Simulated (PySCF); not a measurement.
Vertical excitations of a molecule C3H9Ga from TDA-LC-ωPBE/def2-SVPD (PySCF), as energy in eV (oscillator strength): 5.89 (0.000), 5.89 (0.000), 7.35 (0.127), 7.35 (0.127), 8.68 (0.000), 8.91 (0.000), 8.91 (0.009), 8.91 (0.009), 9.37 (0.050), 9.37 (0.050). Lowest triplet (TDA): 5.49 eV. Coordinates come from a PBE0-D3(BJ)/def2-SVP optimisation. Other conformers were not sampled.

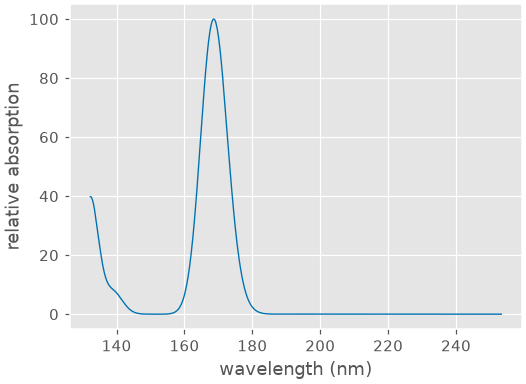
Fig. 1. The lines broadened by 0.4 eV.

Problem. Identify the compound among the candidates.
(A) C[CH2][GaH][CH3]
(B) [CH3][Ga]([CH3])[CH3]
(C) C[CH](C)[GaH2]
(D) CC[CH2][GaH2]

Solution. B, [CH3][Ga]([CH3])[CH3]
